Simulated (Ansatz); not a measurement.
Ga2O3: response to strain

Take Ga2O3 in the corundum structure (space group R-3c, No. 167; a = 4.9499 Å, c = 13.3058 Å (hexagonal axes)) as the base. Axes: x lies along a and z along c of the hexagonal cell.

Strains are applied to the cell and any free atomic positions relax.

Calculations: DFT with LDA, PAW potentials and a 420 eV plane-wave cutoff in Ansatz (a first-principles code), scalar-relativistic without spin-orbit coupling.

Notes on the quantities. energy relative to the base: free energy F.

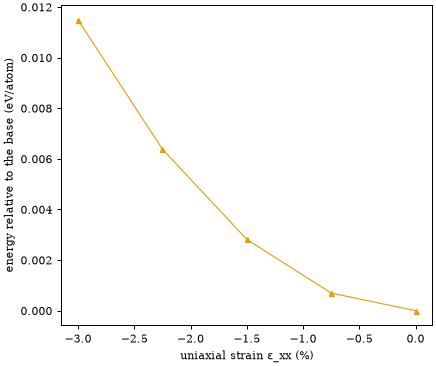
Energy relative to the base against uniaxial strain ε_xx

```tsv
uniaxial strain ε_xx (%)	energy relative to the base
-3	+11 meV/atom
-2.25	+6.4 meV/atom
-1.5	+2.8 meV/atom
-0.75	+0.7 meV/atom
```

Stability against distortions was not tested.
